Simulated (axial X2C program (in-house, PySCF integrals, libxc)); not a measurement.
**OLi: from the state search to constants**

Aim: find the lowest determinant of OLi, scan the bond at several levels and fit the constants, once spin-free and once with spin–orbit coupling.

Method: all-electron X2C, O dyall-av3z, Li dyall-cv3z; program: an in-house X2C program for linear molecules on PySCF integrals.

All values are calculated.

## 1. Input

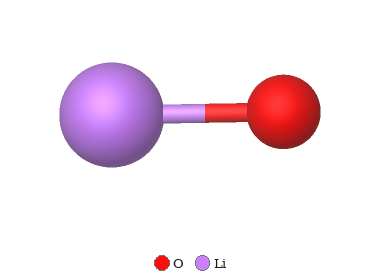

The two atoms at 1.810 Å (oxygen red, lithium purple).

task.json

```json
{
 "zs": [
  8,
  3
 ],
 "q": 0,
 "bas": [
  "dyall-av3z",
  "dyall-cv3z"
 ],
 "levels": [
  "PBE0",
  "HF",
  "PBE"
 ],
 "cc": true,
 "r0": 1.81,
 "thr": -2.0,
 "nmax": 90,
 "npts": 10,
 "nst": 2,
 "ntry": 6
}
```

Keys: zs atomic numbers; q charge; bas basis sets; levels methods (HF also brings MP2); cc coupled cluster on or off; r0 starting distance in Å; thr threshold in hartree for freezing inner shells (an s shell follows its p shell); nmax most natural virtual spinors; npts points asked for on the curve; nst determinants followed; ntry starts of the search.

On the command line:

```
> python so2c.py task.json out
```

Spin-free means the one-electron spin-free X2C Hamiltonian; two-component (2c) means X2C with spin–orbit coupling and atomic mean-field two-electron Coulomb and Gaunt terms. Basis: O dyall-av3z contracted to [7s6p3d2f], Li dyall-cv3z contracted to [7s8p2d]; Gaussian nuclei, density fitting. Masses: O 15.995 u, Li 7.016 u.

Notation: σ, π±, δ± give the projection m of an orbital's angular momentum (0, ±1, ±2), α and β its spin, Λ and M_S the sums; ω is the projection of a spinor's total angular momentum and Ω the sum. Logs are in hartree.

The results follow Hamiltonian by Hamiltonian and level by level.

## 2. Search for the lowest determinant

PBE0 moves the distance from 1.810 Å to 1.685 Å and compares determinants there.

Spin-free determinants:

```json
{"ΔE (eV)": "0.00", "state": "M_S = 1/2, Λ = 1", "open shells": "beyond closed shells: π+α, π+β, π-α"}
{"ΔE (eV)": "0.21", "state": "M_S = 1/2, Λ = 0", "open shells": "beyond closed shells: σα"}
{"ΔE (eV)": "3.77", "state": "M_S = 3/2, Λ = 0", "open shells": "beyond closed shells: σα, π+α, π-α"}
{"ΔE (eV)": "3.82", "state": "M_S = 1/2, Λ = 0", "open shells": "beyond closed shells: σβ, π+α, π-α"}
{"ΔE (eV)": "4.40", "state": "M_S = 3/2, Λ = 1", "open shells": "beyond closed shells: 2 × σα, π+α, π+β, π-α"}
{"ΔE (eV)": "5.14", "state": "M_S = 1/2, Λ = 1", "open shells": "beyond closed shells: 2 × σα, π+α, π+β, π-β"}
{"ΔE (eV)": "5.29", "state": "M_S = 3/2, Λ = 1", "open shells": "beyond closed shells: 2 × π+α, π-α"}
```

Two-component determinants:

```json
{"ΔE (eV)": "0.00", "state": "Ω = 3/2", "open shells": "excess of +ω over −ω: ω = 3/2"}
{"ΔE (eV)": "0.01", "state": "Ω = 1/2", "open shells": "excess of +ω over −ω: ω = 1/2"}
{"ΔE (eV)": "3.83", "state": "Ω = 1/2", "open shells": "excess of +ω over −ω: 2 × ω = -1/2, ω = 3/2"}
{"ΔE (eV)": "4.40", "state": "Ω = 5/2", "open shells": "excess of +ω over −ω: 2 × ω = 1/2, ω = 3/2"}
{"ΔE (eV)": "5.30", "state": "Ω = 5/2", "open shells": "excess of +ω over −ω: ω = -1/2, 2 × ω = 3/2"}
{"ΔE (eV)": "5.94", "state": "Ω = 1/2", "open shells": "excess of +ω over −ω: ω = 1/2"}
{"ΔE (eV)": "5.99", "state": "Ω = 7/2", "open shells": "excess of +ω over −ω: ω = 1/2, 2 × ω = 3/2"}
```

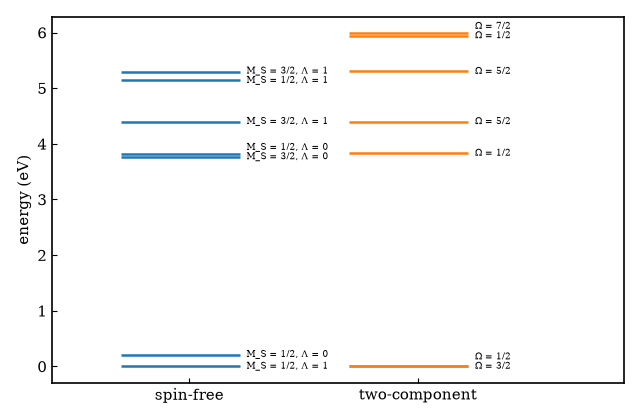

The determinants found, each set from its own lowest.

## 3. PBE0, spin-free

State followed: M_S = 1/2, Λ = 1 (beyond closed shells: π+α, π+β, π-α). The scan is laid around 1.685 Å, a first estimate of the minimum, and this SCF restarts from the orbitals of the search.

Output at 1.685 Å:

```text
spin-free X2C-1e  PBE0
basis functions 95  fitting functions 469  grid points 4355
iter        total energy     max residual
   1        -82.667234634     5.16e-06
   2        -82.667234635     2.74e-06
converged
one-electron -129.62418187  Coulomb 49.78163522  exact exchange -2.51374930  xc functional -7.84818085  nuclear repulsion 7.53724217
```

Along the bond, energies from the lowest point:

```tsv
R (Å)	E (eV)	μ (D)	HOMO (eV)	LUMO (eV)	iterations
1.466	0.4032	5.73	-6.14	-2.45	8
1.533	0.1695	5.98	-5.97	-2.29	8
1.584	0.0675	6.16	-5.85	-2.18	8
1.634	0.0145	6.34	-5.74	-2.08	8
1.685	0.0000	6.52	-5.63	-1.98	2
1.744	0.0211	6.74	-5.52	-1.87	8
1.803	0.0736	6.95	-5.41	-1.77	9
1.879	0.1743	7.22	-5.27	-1.65	9
1.971	0.3318	7.56	-5.13	-1.51	9
2.106	0.5993	8.05	-4.93	-1.58	10
```

Dipoles are positive if Li is the positive end.

Outer orbitals at the reference distance:

```tsv
symmetry	occupied	ε (eV)	atomic character
σα	yes	-23.32	86% O s, 7% Li p, 4% Li d
σβ	yes	-21.17	85% O s, 8% Li p, 4% Li d
π-α	yes	-7.52	93% O p, 4% Li p, 3% Li d
π+α	yes	-7.52	93% O p, 4% Li p, 3% Li d
σα	yes	-6.97	92% O p, 5% Li p, 2% Li s
σβ	yes	-6.31	91% O p, 5% Li p, 2% Li s
π+β	yes	-5.63	90% O p, 7% Li p, 3% Li d
π-β	no	-1.98	80% O p, 17% Li p, 3% Li d
σβ	no	-1.18	68% Li s, 23% Li p, 5% O p
σα	no	-1.13	69% Li s, 22% Li p, 5% O p
π+β	no	0.29	94% Li p, 4% O p, 2% Li d
```

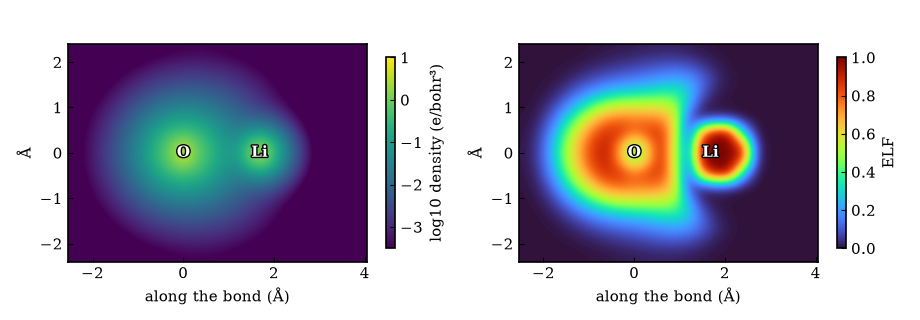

PBE0 fields in a plane through the axis, from a grid of 0.3 Å; O lies at z = 0 and Li at z = 1.685 Å; the ELF is damped to zero where the density is low.

Re = 1.682 Å, ωe = 819 cm⁻¹, ωexe = 7.2 cm⁻¹, Be = 1.222 cm⁻¹, De = 3.36 eV, μ = 6.51 D.

## 4. HF, spin-free

The SCF at the reference distance of 1.685 Å:

```text
spin-free X2C-1e  HF
basis functions 95  fitting functions 469  grid points 4355
iter        total energy     max residual
   1        -82.360301690     3.09e-02
   2        -82.366707602     4.01e-03
   3        -82.366968378     1.97e-03
   4        -82.367005839     1.14e-03
   5        -82.367021351     5.19e-04
   6        -82.367031759     3.09e-04
   7        -82.367033392     8.67e-05
   8        -82.367033470     1.88e-05
   9        -82.367033475     3.07e-06
  10        -82.367033475     1.02e-06
converged
one-electron -129.74665490  Coulomb 49.94672360  exact exchange -10.10434435  xc functional 0.00000000  nuclear repulsion 7.53724217
```

Re = 1.676 Å, ωe = 848 cm⁻¹, ωexe = 7.16 cm⁻¹, Be = 1.23 cm⁻¹, De = 1.70 eV, μ = 6.77 D.

## 5. PBE, spin-free

Output at 1.685 Å:

```text
spin-free X2C-1e  PBE
basis functions 95  fitting functions 469  grid points 4355
iter        total energy     max residual
   1        -82.661883209     1.14e-02
   2        -82.662366751     1.12e-02
   3        -82.660573461     1.78e-02
   4        -82.663243940     1.57e-03
   5        -82.663262997     2.53e-05
   6        -82.663263006     7.91e-06
   7        -82.663263007     1.76e-06
converged
one-electron -129.50951499  Coulomb 49.64634866  exact exchange 0.00000000  xc functional -10.33733886  nuclear repulsion 7.53724217
```

Re = 1.698 Å, ωe = 788 cm⁻¹, ωexe = 7.18 cm⁻¹, Be = 1.199 cm⁻¹, De = 3.60 eV, μ = 6.40 D.

## 6. Correlated methods, spin-free

Correlated methods: 7 electrons correlated (frozen shells, counted by type: O 1 s; Li 1 s), 171 virtual spinors in MP2, 80 natural virtuals in coupled cluster.

Output of the correlated part at 1.685 Å:

```text
correlated 7  virtual 171  natural virtual 80  E(MP2) -0.219405504  MP2 remainder -0.001329801
iter   CCSD correlation   residual
   1     -0.222243293   6.97e-02
   2     -0.226362853   2.74e-02
   3     -0.227758821   1.33e-02
   4     -0.227712480   5.23e-03
   5     -0.227789970   1.89e-03
   6     -0.227786105   4.74e-04
   7     -0.227786720   1.12e-04
   8     -0.227786145   3.24e-05
   9     -0.227786263   1.08e-05
  10     -0.227786255   2.37e-06
(T) -0.007513667  T1 0.0182  D1 0.0343  max T2 0.049
```

T1 in the output is the amplitude norm over the root of the electron number; divide by √2 for the Lee–Taylor value.

MP2: Re = 1.708 Å, ωe = 794 cm⁻¹, Be = 1.185 cm⁻¹, De = 3.58 eV.

CCSD: Re = 1.701 Å, ωe = 806 cm⁻¹, ωexe = 6.86 cm⁻¹, Be = 1.195 cm⁻¹, De = 3.39 eV. T1 at Re = 0.013 (Lee–Taylor, the printed value over √2).

CCSD(T): Re = 1.706 Å, ωe = 795 cm⁻¹, ωexe = 6.89 cm⁻¹, Be = 1.187 cm⁻¹, De = 3.51 eV. T1 at Re = 0.013 (Lee–Taylor, the printed value over √2).

## 7. A higher determinant, spin-free

State: M_S = 1/2, Λ = 0 (beyond closed shells: σα).

Output at the reference distance:

```text
spin-free X2C-1e  PBE0
basis functions 95  fitting functions 469  grid points 4355
iter        total energy     max residual
   1        -82.659466398     2.75e-06
   2        -82.659466398     1.59e-06
converged
one-electron -129.46567133  Coulomb 49.62896165  exact exchange -2.51221431  xc functional -7.84778458  nuclear repulsion 7.53724217
```

```tsv
R (Å)	E above the lowest PBE0 point (eV)
1.466	0.271
1.533	0.174
1.584	0.154
1.634	0.169
1.685	0.211
1.744	0.286
1.803	0.382
1.879	0.525
1.971	0.719
```

Re = 1.585 Å, ωe = 868 cm⁻¹, ωexe = 9.1 cm⁻¹, Be = 1.376 cm⁻¹, μ = 5.75 D. Te = 0.15 eV.

## 8. The spin-free curves together

Energy (eV) of the followed determinant, spin-free, from each level's lowest point:

```tsv
R (Å)	PBE0	HF	MP2	CCSD	CCSD(T)	PBE
1.466	0.403	0.405	0.491	n/a	n/a	0.442
1.533	0.170	0.166	0.226	0.213	0.223	0.197
1.584	0.067	0.063	0.103	0.095	0.101	0.086
1.634	0.015	0.012	0.031	0.027	0.030	0.024
1.685	0.000	0.000	0.000	0.000	0.000	0.000
1.744	0.021	0.026	0.004	0.009	0.005	0.010
1.803	0.074	0.085	0.042	0.051	0.043	0.051
1.879	0.174	0.196	0.126	0.140	0.128	0.138
1.971	0.332	0.367	0.267	n/a	n/a	0.279
2.106	0.599	0.655	0.518	n/a	n/a	0.522
```

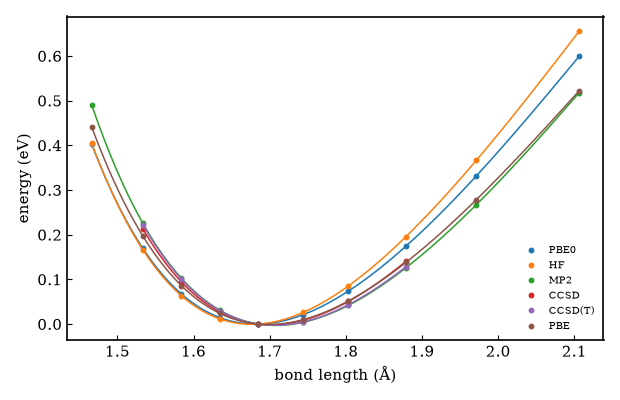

Curves of the followed state, spin-free, each from its own lowest point.

## 9. PBE0, 2c

State followed: Ω = 3/2 (excess of +ω over −ω: ω = 3/2). The scan is laid around 1.685 Å, a first estimate of the minimum, and this SCF restarts from the orbitals of the search.

Output at 1.685 Å:

```text
two-component X2C + atomic mean field  PBE0
basis functions 95  fitting functions 469  grid points 4355
iter        total energy     max residual
   1        -82.662930600     5.64e-06
   2        -82.662930600     5.68e-06
converged
one-electron -129.61263226  Coulomb 49.77808898  exact exchange -2.51356026  xc functional -7.84760808  nuclear repulsion 7.53724217  atomic mean-field constant -0.00446116
```

Along the bond, energies from the lowest point:

```tsv
R (Å)	E (eV)	μ (D)	HOMO (eV)	LUMO (eV)	iterations
1.466	0.4036	5.73	-6.15	-2.44	8
1.533	0.1698	5.97	-5.98	-2.29	8
1.584	0.0677	6.16	-5.86	-2.18	8
1.634	0.0146	6.34	-5.75	-2.07	8
1.685	0.0000	6.52	-5.64	-1.97	2
1.744	0.0210	6.74	-5.52	-1.86	8
1.803	0.0734	6.95	-5.41	-1.76	9
1.879	0.1740	7.22	-5.28	-1.64	9
1.971	0.3314	7.56	-5.13	-1.50	9
2.106	0.5988	8.05	-4.94	-1.58	10
```

Dipoles are positive if Li is the positive end.

Outer spinors at the reference distance:

| ω | occupied | ε (eV) | atomic character | λ mixture |
| --- | --- | --- | --- | --- |
| 1/2 | yes | -23.32 | 86% O s, 7% Li p, 4% Li d | 100% σ |
| -1/2 | yes | -21.17 | 85% O s, 8% Li p, 4% Li d | 100% σ |
| -1/2 | yes | -7.53 | 93% O p, 4% Li p, 3% Li d | 100% π |
| 3/2 | yes | -7.51 | 93% O p, 4% Li p, 3% Li d | 100% π |
| 1/2 | yes | -6.97 | 92% O p, 5% Li p, 2% Li s | 100% σ |
| -1/2 | yes | -6.31 | 91% O p, 5% Li p, 2% Li s | 100% σ |
| 1/2 | yes | -5.64 | 90% O p, 7% Li p, 3% Li d | 100% π |
| -3/2 | no | -1.97 | 80% O p, 17% Li p, 3% Li d | 100% π |
| -1/2 | no | -1.18 | 68% Li s, 23% Li p, 5% O p | 100% σ |
| 1/2 | no | -1.13 | 69% Li s, 22% Li p, 5% O p | 100% σ |
| 1/2 | no | 0.29 | 94% Li p, 4% O p, 2% Li d | 100% π |

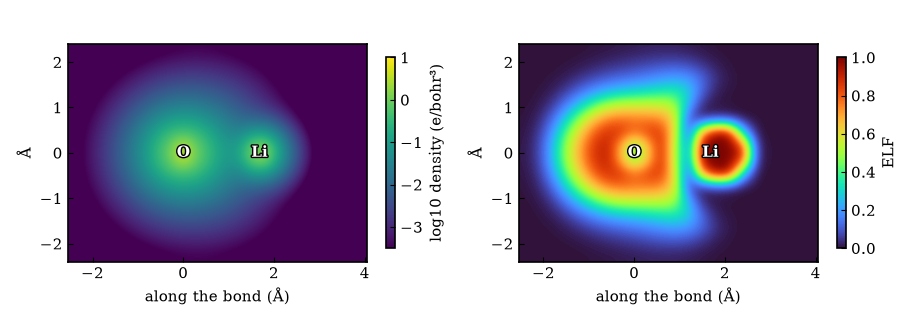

PBE0 fields in a plane through the axis, from a grid of 0.3 Å; O lies at z = 0 and Li at z = 1.685 Å; the ELF is damped to zero where the density is low.

Re = 1.682 Å, ωe = 819 cm⁻¹, ωexe = 7.2 cm⁻¹, Be = 1.222 cm⁻¹, De = 3.37 eV, μ = 6.51 D.

## 10. HF, 2c

Output at 1.685 Å:

```text
two-component X2C + atomic mean field  HF
basis functions 95  fitting functions 469  grid points 4355
iter        total energy     max residual
   1        -82.356003292     3.09e-02
   2        -82.362408176     4.00e-03
   3        -82.362668471     1.97e-03
   4        -82.362705699     1.13e-03
   5        -82.362721093     5.16e-04
   6        -82.362731396     3.08e-04
   7        -82.362733019     8.63e-05
   8        -82.362733096     1.87e-05
   9        -82.362733101     3.06e-06
  10        -82.362733101     1.01e-06
converged
one-electron -129.73534793  Coulomb 49.94343878  exact exchange -10.10360497  xc functional 0.00000000  nuclear repulsion 7.53724217  atomic mean-field constant -0.00446116
```

Re = 1.676 Å, ωe = 848 cm⁻¹, ωexe = 7.15 cm⁻¹, Be = 1.23 cm⁻¹, De = 1.71 eV, μ = 6.77 D.

## 11. PBE, 2c

The SCF at the reference distance of 1.685 Å:

```text
two-component X2C + atomic mean field  PBE
basis functions 95  fitting functions 469  grid points 4355
iter        total energy     max residual
   1        -82.657574971     1.14e-02
   2        -82.658060663     1.11e-02
   3        -82.656268324     1.78e-02
   4        -82.658935352     1.57e-03
   5        -82.658954373     2.53e-05
   6        -82.658954383     7.91e-06
   7        -82.658954383     1.76e-06
converged
one-electron -129.49808922  Coulomb 49.64294217  exact exchange 0.00000000  xc functional -10.33658835  nuclear repulsion 7.53724217  atomic mean-field constant -0.00446116
```

Re = 1.698 Å, ωe = 788 cm⁻¹, ωexe = 7.18 cm⁻¹, Be = 1.199 cm⁻¹, De = 3.61 eV, μ = 6.40 D.

## 12. MP2 and beyond, 2c

Correlated methods: 7 electrons correlated (frozen shells, counted by type: O 1 s; Li 1 s), 171 virtual spinors in MP2, 80 natural virtuals in coupled cluster.

Output of the correlated part at 1.685 Å:

```text
correlated 7  virtual 171  natural virtual 80  E(MP2) -0.219405283  MP2 remainder -0.001329424
iter   CCSD correlation   residual
   1     -0.222244920   6.97e-02
   2     -0.226363957   2.74e-02
   3     -0.227759210   1.33e-02
   4     -0.227712476   5.22e-03
   5     -0.227789783   1.89e-03
   6     -0.227785927   4.73e-04
   7     -0.227786549   1.11e-04
   8     -0.227785980   3.22e-05
   9     -0.227786098   1.07e-05
  10     -0.227786090   2.36e-06
(T) -0.007514506  T1 0.0182  D1 0.0343  max T2 0.049
```

MP2: Re = 1.708 Å, ωe = 794 cm⁻¹, Be = 1.185 cm⁻¹, De = 3.58 eV.

CCSD: Re = 1.701 Å, ωe = 805 cm⁻¹, ωexe = 6.86 cm⁻¹, Be = 1.195 cm⁻¹, De = 3.40 eV. T1 at Re = 0.013 (Lee–Taylor, the printed value over √2).

CCSD(T): Re = 1.706 Å, ωe = 795 cm⁻¹, ωexe = 6.88 cm⁻¹, Be = 1.187 cm⁻¹, De = 3.51 eV. T1 at Re = 0.013 (Lee–Taylor, the printed value over √2).

## 13. A higher determinant, 2c

State: Ω = 1/2 (excess of +ω over −ω: ω = 1/2).

Output at the reference distance:

```text
two-component X2C + atomic mean field  PBE0
basis functions 95  fitting functions 469  grid points 4355
iter        total energy     max residual
   1        -82.662396932     3.00e-06
   2        -82.662396932     2.30e-06
converged
one-electron -129.61023621  Coulomb 49.77604129  exact exchange -2.51352154  xc functional -7.84746149  nuclear repulsion 7.53724217  atomic mean-field constant -0.00446116
```

```tsv
R (Å)	E above the lowest PBE0 point (eV)
1.466	0.418
1.533	0.184
1.584	0.082
1.634	0.029
1.685	0.015
1.744	0.036
1.803	0.088
1.879	0.189
1.971	0.346
```

Re = 1.682 Å, ωe = 819 cm⁻¹, ωexe = 7.2 cm⁻¹, Be = 1.222 cm⁻¹, μ = 6.51 D. Te = 0.01 eV.

## 14. The 2c curves together

Energy (eV) of the followed determinant, 2c, from each level's lowest point:

```tsv
R (Å)	PBE0	HF	MP2	CCSD	CCSD(T)	PBE
1.466	0.404	0.406	0.492	n/a	n/a	0.442
1.533	0.170	0.167	0.226	0.214	0.223	0.197
1.584	0.068	0.064	0.103	0.095	0.101	0.086
1.634	0.015	0.012	0.031	0.027	0.030	0.024
1.685	0.000	0.000	0.000	0.000	0.000	0.000
1.744	0.021	0.026	0.004	0.008	0.005	0.010
1.803	0.073	0.085	0.041	0.050	0.043	0.051
1.879	0.174	0.195	0.126	0.140	0.128	0.138
1.971	0.331	0.366	0.267	n/a	n/a	0.278
2.106	0.599	0.655	0.517	n/a	n/a	0.522
```

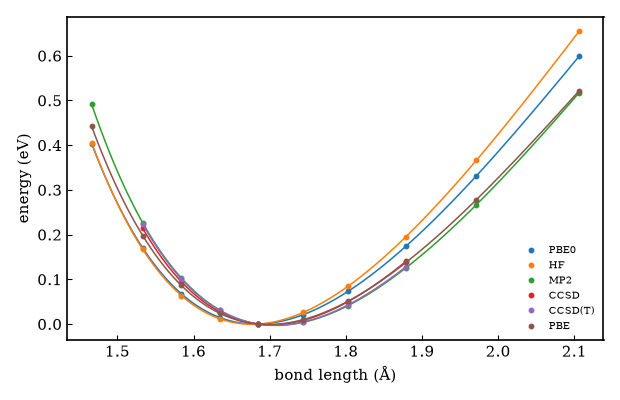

Curves of the followed state, 2c, each from its own lowest point.

Time for the job: 34 s (1 thread of Arm Neoverse V1, shared host).

## 15. Constants

Lowest determinant that the search found at its distance, spin-free: M_S = 1/2, Λ = 1 (beyond closed shells: π+α, π+β, π-α).

Lowest determinant that the search found at its distance, 2c: Ω = 3/2 (excess of +ω over −ω: ω = 3/2).

| Hamiltonian | level | Re (Å) | ωe (cm⁻¹) | De (eV) | μ (D) |
| --- | --- | --- | --- | --- | --- |
| spin-free | PBE0 | 1.682 | 819 | 3.36 | 6.51 |
| spin-free | HF | 1.676 | 848 | 1.70 | 6.77 |
| spin-free | MP2 | 1.708 | 794 | 3.58 | n/a |
| spin-free | CCSD | 1.701 | 806 | 3.39 | n/a |
| spin-free | CCSD(T) | 1.706 | 795 | 3.51 | n/a |
| spin-free | PBE | 1.698 | 788 | 3.60 | 6.40 |
| 2c | PBE0 | 1.682 | 819 | 3.37 | 6.51 |
| 2c | HF | 1.676 | 848 | 1.71 | 6.77 |
| 2c | MP2 | 1.708 | 794 | 3.58 | n/a |
| 2c | CCSD | 1.701 | 805 | 3.40 | n/a |
| 2c | CCSD(T) | 1.706 | 795 | 3.51 | n/a |
| 2c | PBE | 1.698 | 788 | 3.61 | 6.40 |

Dipoles are positive if Li is the positive end.

Time per point (s) on 1 thread of Arm Neoverse V1, shared host (2c runs; CCSD comes with the CCSD(T) run); the times are rough: PBE0 0.13, HF 0.07, MP2 0.1, CCSD(T) 1.1, PBE 0.12.

**Reading.** At CCSD(T), going from spin-free to two-component changes Re by 0 mÅ, ωe by 0.0 %; the spin-free picture holds up (part of it comes from the scalar share of the two-electron terms). De moves by 0.00 eV; both De rest on single-determinant atoms, which can miss part of an open shell's spin–orbit lowering.

De refers to O + Li, each in the lowest determinant found, which need not be this curve's own limit. Each curve is one determinant whose occupation by symmetry is held fixed; it was picked as the lowest of a PBE0 search that is not exhaustive. Dissociation energies refer to the lowest single-determinant-based atoms at the same level and basis. Density functionals use the spin component along the axis (collinear). Coupled cluster ran in a truncated set of natural virtual spinors; the MP2 energy of the rest was added.
